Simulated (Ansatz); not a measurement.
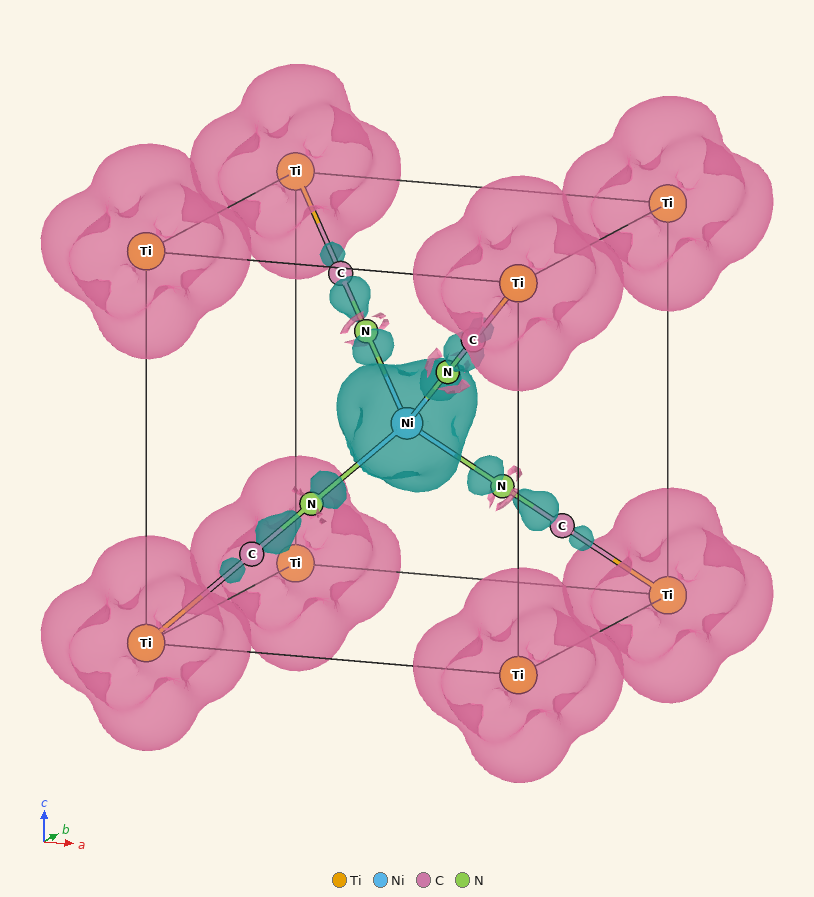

TiNiC4N4. Isosurfaces of the spin density at +0.015 (teal) and −0.015 e/Å³ (pink), seen slightly off an axis. Sticks mark near contacts.

Space group P-43m; a structure generated by program, which may or may not match a known phase; spin-polarised.

All numbers below come from Ansatz, DFT PBE, scalar-relativistic, plane waves, PAW.

Where is the spin, and how is it ordered?

Answer. The spin density sits on Ti: −0.5 μB; Ni: +0.8 μB in one cell of 10 atoms: ferrimagnetic (opposed moments on unlike sites) in this solution. The cell of the calculation (10 atoms) carries 0.0 μB of net spin moment.
